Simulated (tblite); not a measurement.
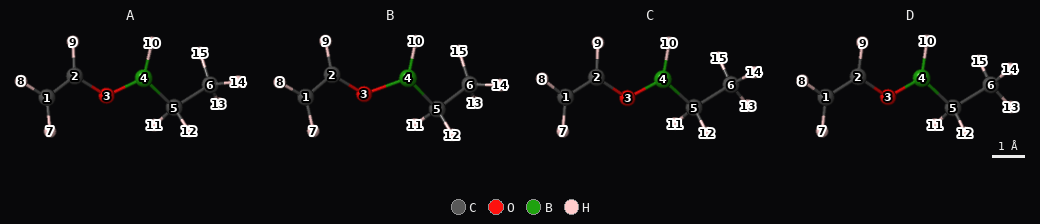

4 geometries from one relaxation of C4H9BO, in shuffled order. A ball-and-stick model, seen at a tilt.

These are results of tblite, GFN2-xTB geometry optimisation, gas phase, not measurements. 

Q: Order the frames from highest to lowest energy.

A: B, A, C, D. They are steps 0, 21, 34, 83, at +17.3 kcal/mol, +1.94 kcal/mol, +0.63 kcal/mol relative to the last. The largest moves after the best rigid fit, 0.69 Å, are those of H9 and H13. Largest moves by element: H 0.69 Å, C 0.30 Å, B 0.30 Å, O 0.21 Å. Near-neighbour distances that change, for instance: O3–B4 1.478 → 1.339 Å, C6–H13 1.138 → 1.088 Å, C1–C2 1.354 → 1.323 Å, C5–C6 1.502 → 1.529 Å. Among the angles between lasting bonds that change: C2–C1–H7 114.0° → 121.2°, O3–C2–H9 122.4° → 115.7°, H7–C1–H8 123.9° → 117.7°. Groups turn about C2–O3 by about 40°, C5–C6 by about 30°. After 83 geometry steps the energy has fallen by 17.3 kcal/mol.
